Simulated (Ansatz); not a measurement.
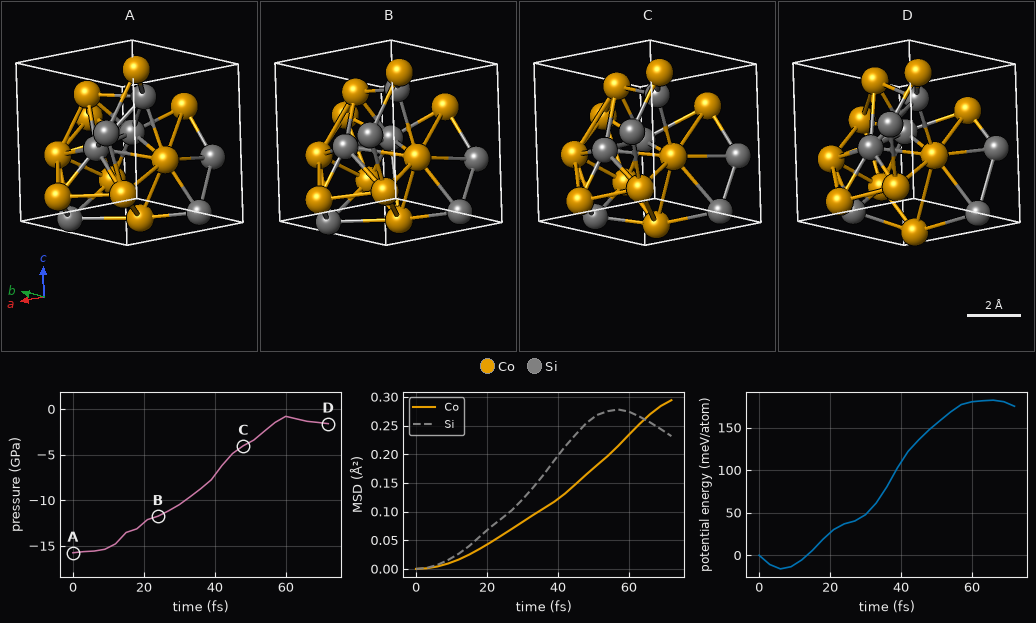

First-principles dynamics of an amorphous cell of composition Co5Si3 (16 atoms in the cell), 72 fs long. Frames (A at 0 fs, B at 24 fs, C at 48 fs, D at 72 fs) and the history of the run. Style: ball-and-stick. Shown: the simulation cell, from a free direction. Bonds to atoms that aren't drawn are left out.

All numbers below come from DFT PBE, scalar-relativistic, plane waves, PAW (Ansatz). Run with plane-wave cutoff 320 eV; k-point mesh 1 × 1 × 1; Fermi-Dirac smearing 0.217 eV; volume 1.05 times that of the relaxed crystal; set temperature 2520 K; time step 3 fs.

> Describe the run.

Over the second half the temperature averages 2480 K (spread ±434 K). The potential energy is still drifting at the end, so the run hasn't reached equilibrium. The potential energy in the second half lies on average 153 meV per atom above the first frame. The mean pressure there is −3.5 GPa. In the second half of the run the atoms are, in the root-mean-square, this far from where they began (common drift taken out): Si 0.49 Å, Co 0.45 Å. The run lasts only 72 fs, too short to tell vibration from diffusion. Bond changes: 2 Si–Si bonds break between 39 fs and 42 fs.

Limits of the set-up: the cutoff lies below the recommended one; the periodic images lie only 5.9 Å apart, so the values are limited by the cell's size.

Cost: 18 s on 2 threads of AMD EPYC 9R45 96-Core Processor (Zen 5) (shared host), peak memory 0.44 GiB.
